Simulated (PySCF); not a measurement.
Run report: C$_{6}$H$_{6}$FN, NMR shielding calculation

The run: NMR shielding calculation of C$_{6}$H$_{6}$FN (2-fluoroaniline). Method and program: GIAO KT2/pcSseg-1 NMR shielding, non-relativistic, gas phase (PySCF 2.14.0).

The geometry comes from this level: GFN2-xTB, MD frame at 10350 fs, 500 K. Figures and captions count atoms from 1; the log counts them from 0 in places.

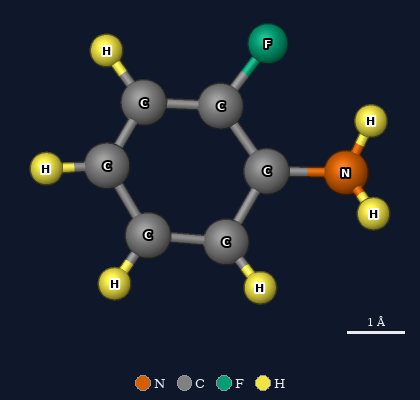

Fig. 1: The input geometry (ball-and-stick view, seen on its broad side). Bond lengths as drawn: C–C 1.34 to 1.46 Å, C–F 1.38 Å, C–H 1.04 to 1.14 Å, C–N 1.41 Å and H–N 0.96 to 1.02 Å.

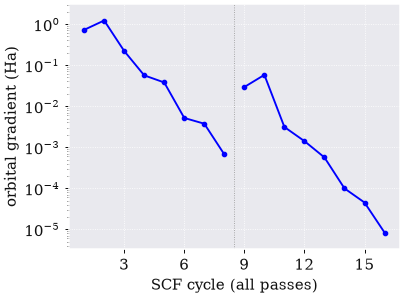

Fig. 2: Convergence of the self-consistent field: orbital gradient against the SCF cycle. The dotted line marks the change from a coarse to the final integration grid. The first 8 cycles use a coarse grid, the final grid takes over at cycle 9, and the field converges after 16 cycles in all.

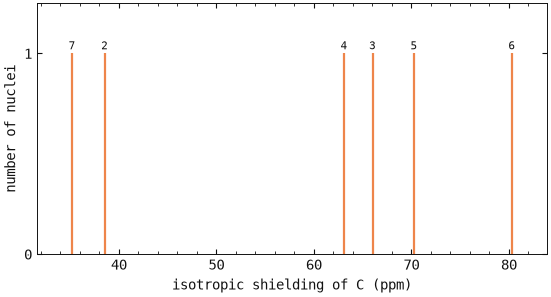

Fig. 3: Isotropic shieldings of the carbon nuclei in this fixed geometry, labelled by atom number; shielding grows to the right, so chemical shift grows to the left. The least shielded is C7 (35.2 ppm), the most shielded C6 (80.3 ppm).

The input and output of the run follow.

The input:
```
{"job": {"kind": "nmr", "xc": "KT2", "basis": "pcSseg-1", "pop": false}, "charge": 0, "multiplicity": 1}
N      2.006664     8.482270    -1.156972
C      0.847548     8.971498    -1.794240
C      0.883050     9.237484    -3.230341
C     -0.326787     9.630660    -3.806993
C     -1.571841     9.725223    -3.114788
C     -1.557987     9.601622    -1.776126
C     -0.411364     9.157833    -1.188174
F     -0.335518     8.654913     0.098709
H      2.668632     8.033423    -1.689391
H      1.824966     8.033744    -0.260126
H      1.730988     8.897579    -3.719552
H     -0.352733     9.960298    -4.791796
H     -2.441220    10.032517    -3.686427
H     -2.542730     9.839653    -1.263498
```

The first line tells a small driver script what to run in PySCF; the rest is the geometry in Å.

Launch command:
```bash
OMP_NUM_THREADS=1 python <driver script> task.json out
```

Log:
```
coarse grid: 12384 points
cycle   1  E = -392.9753112522  dE =  1.187e+00  |g| = 7.239e-01  |ddm| = 3.767e+00
cycle   2  E = -392.7865668553  dE =  1.887e-01  |g| = 1.224e+00  |ddm| = 1.846e+00
cycle   3  E = -393.0675296168  dE = -2.810e-01  |g| = 2.212e-01  |ddm| = 1.324e+00
cycle   4  E = -393.0801491088  dE = -1.262e-02  |g| = 5.635e-02  |ddm| = 2.855e-01
cycle   5  E = -393.0807242592  dE = -5.752e-04  |g| = 3.779e-02  |ddm| = 1.018e-01
cycle   6  E = -393.0811019406  dE = -3.777e-04  |g| = 5.159e-03  |ddm| = 4.504e-02
cycle   7  E = -393.0811045456  dE = -2.605e-06  |g| = 3.733e-03  |ddm| = 8.271e-03
cycle   8  E = -393.0811086067  dE = -4.061e-06  |g| = 6.670e-04  |ddm| = 4.485e-03
final grid: 122080 points
cycle   9  E = -393.1132129435  dE = -2.085e-04  |g| = 2.926e-02  |ddm| = 1.074e-01
cycle  10  E = -393.1127954918  dE =  4.175e-04  |g| = 5.782e-02  |ddm| = 7.790e-02
cycle  11  E = -393.1133553323  dE = -5.598e-04  |g| = 3.103e-03  |ddm| = 5.649e-02
cycle  12  E = -393.1133570445  dE = -1.712e-06  |g| = 1.406e-03  |ddm| = 4.284e-03
cycle  13  E = -393.1133575075  dE = -4.630e-07  |g| = 5.624e-04  |ddm| = 1.921e-03
cycle  14  E = -393.1133576014  dE = -9.392e-08  |g| = 9.883e-05  |ddm| = 6.715e-04
cycle  15  E = -393.1133576034  dE = -2.011e-09  |g| = 4.481e-05  |ddm| = 1.261e-04
cycle  16  E = -393.1133576039  dE = -4.892e-10  |g| = 8.308e-06  |ddm| = 5.023e-05
converged SCF energy = -393.1133576039

GIAO shielding tensors (ppm)
atom      isotropic    diamagn.    paramagn.     s11        s22        s33       span
  0 N      197.428     338.998    -141.570    161.081    194.094    237.108     76.027
  1 C       38.540     263.695    -225.155    -38.437     14.582    139.475    177.912
  2 C       66.014     266.700    -200.685    -23.537     63.067    158.512    182.049
  3 C       63.085     243.544    -180.460    -35.937     46.788    178.403    214.339
  4 C       70.261     247.035    -176.774    -25.539     70.508    165.814    191.353
  5 C       80.296     259.283    -178.987      9.020     66.133    165.736    156.715
  6 C       35.199     256.174    -220.975     -3.293     25.131     83.759     87.052
  7 F      299.198     489.037    -189.839    233.856    301.405    362.334    128.478
  8 H       29.482      44.799     -15.317     23.162     27.500     37.784     14.623
  9 H       27.533      43.367     -15.834     19.453     28.145     35.000     15.547
 10 H       24.929      33.824      -8.895     22.567     23.128     29.094      6.528
 11 H       25.414      22.928       2.486     22.505     25.864     27.872      5.367
 12 H       24.858      22.776       2.082     21.800     26.112     26.661      4.860
 13 H       23.734      29.916      -6.181     19.854     25.143     26.206      6.352
```

Key numbers:

```tsv
quantity	value
outcome	converged
total energy	−393.113358 hartree
HOMO	−5.05 eV
LUMO	−1.19 eV
dipole moment	1.56 D
isotropic shielding, N	197.4 ppm
isotropic shielding, C	35.2 to 80.3 ppm
isotropic shielding, F	299.2 ppm
isotropic shielding, H	23.7 to 29.5 ppm
hardware	1 CPU thread, shared host
wall time	28 s
peak memory	0.64 GiB
```
